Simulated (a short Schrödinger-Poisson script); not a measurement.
Structure: MOS inversion layer, Al2O3 on p-type Ge(100), at 300 K.

```csv
layer,material,thickness (nm),Na (cm⁻³)
1,Al2O3,2.2,-
2,Ge,640,4.2e17
```

The device is made up for the run: typed textbook-type constants, with dimensions and the other settings drawn at random. Al2O3: permittivity 9, conduction-band edge (eV) 2.65, gap (eV) 6.8, electron mass (mₑ) 0.3. Ge: permittivity 16, conduction-band edge (eV) 0, gap (eV) 0.664, Nv at 300 K (cm⁻³) 6e18.

Channel valleys (confinement mass, in-plane density-of-states mass, number): L4 0.12, 0.295, 4. At the gate the conduction-band edge of layer 1 lies 2.75 eV − eVg above the Fermi level of the channel; the field vanishes at the back. Gaps are held at their typed values at every temperature. Mesh 0.03 nm at interfaces.

Solved with a short Schrödinger-Poisson script written for these runs: 1D Poisson equation in equilibrium, electrons quantum, Hartree (BenDaniel-Duke, 12 states a valley, the channel's in-plane mass for all, wave functions free to enter the dielectric), parabolic valleys, classical holes, full ionisation, no traps, pinning or gate leakage.

Only gate voltages with over 1e8 electrons/cm² are shown.

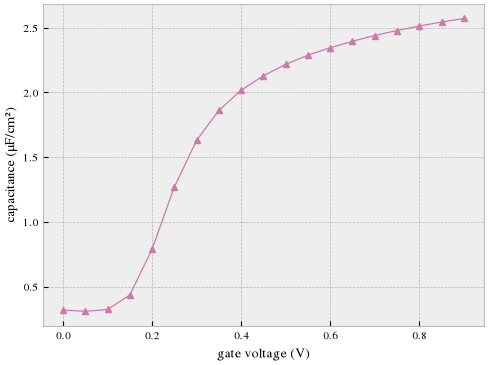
*Quasi-static capacitance against gate voltage*

```tsv
Vg (V)	electrons (cm⁻²)	C (μF/cm²)	L4 E0 (meV)	L4 E1 (meV)
0	3.05e8	0.319	276.5	353.4
0.05	1.52e9	0.308	234.7	315.2
0.1	7.68e9	0.323	192.8	276.6
0.15	3.72e10	0.435	151.8	238.8
0.2	1.51e11	0.788	115.4	205.6
0.25	4.25e11	1.27	88.3	181.7
0.3	8.53e11	1.63	69.7	166.4
0.35	1.38e12	1.86	56.6	156.6
0.4	1.98e12	2.02	46.6	150.0
0.45	2.62e12	2.13	38.7	145.2
0.5	3.30e12	2.22	32.0	141.7
0.55	4.00e12	2.29	26.3	139.0
0.6	4.72e12	2.35	21.2	136.9
0.65	5.46e12	2.40	16.6	135.2
0.7	6.22e12	2.44	12.4	133.9
0.75	6.99e12	2.48	8.5	132.8
0.8	7.77e12	2.51	4.9	131.9
0.85	8.56e12	2.54	1.5	131.1
0.9	9.36e12	2.57	-1.7	130.5
```

Subbands count from the Fermi level.

Only the L valleys are kept; under strong confinement the Δ valleys of Ge fill too.
